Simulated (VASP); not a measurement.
Band structure of BaS (rock salt). Computed with revPBE GGA, VASP's PBE PAW potentials (set 64) (plane waves; VASP).

Unless said otherwise, spin-orbit coupling is left out, though it shifts the bands of the heavy elements here.

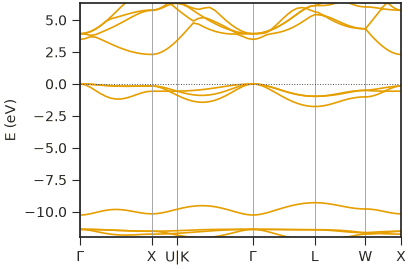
Figure. Bands along high-symmetry lines, zero at the valence-band maximum or, without a gap, the Fermi level

Read the plot: is there a gap, and where are the band edges?

The gap is indirect, 2.31 eV, from the valence maximum at Γ to the conduction minimum at X. (Edges off the drawn lines would not show.)

The compound is BaS in the rock salt structure. It was relaxed first, which changed the volume by +6 %.
